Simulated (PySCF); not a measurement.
```xyz
9

Cu    0.0028    0.0013   -0.0063
O     1.8380    0.3289   -0.1191
H     2.1599   -0.5961   -0.1269
O    -0.3252    1.8407   -0.0141
H     0.5984    2.1615   -0.0708
O    -1.8324   -0.3262    0.1074
H    -2.1545    0.5986    0.1135
O     0.3306   -1.8380    0.0004
H    -0.5930   -2.1588    0.0560
```

Geometry: BP86-D3(BJ)/ma-def2-SVP.

Level of theory: PySCF 2.14.0, density-fitted response routines, DFT single point, gas phase, functional wB97X.

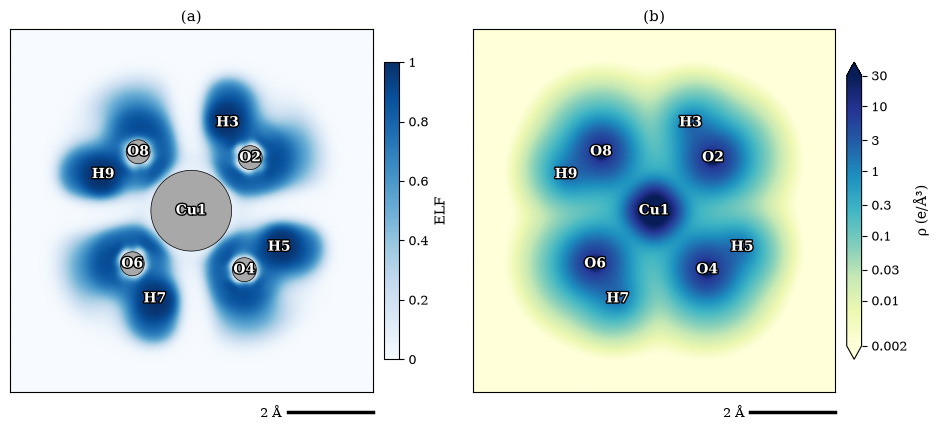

CuH4O4 (SMILES [OH][Cu-]([OH])([OH])[OH]) (charge −1). (a) electron localisation function; (b) electron density on the molecular plane. Grey discs cover the atomic cores in the ELF map.

What do the fields say about this system?

Answer. The section cuts through Cu, O and H sites. Cu–O (1.87 Å): ρ at the midpoint is about 0.71 e/Å³; the ELF peaks at about 0.85 in the valence shell of O, 0.6 Å from its nucleus, and is about 0.25 at the midpoint. O–H (0.98 Å): ρ at the midpoint is about 3.5 e/Å³; the ELF climbs to about 1 towards the hydrogen, as it does in any bond to H: an ordinary covalent bond to hydrogen.
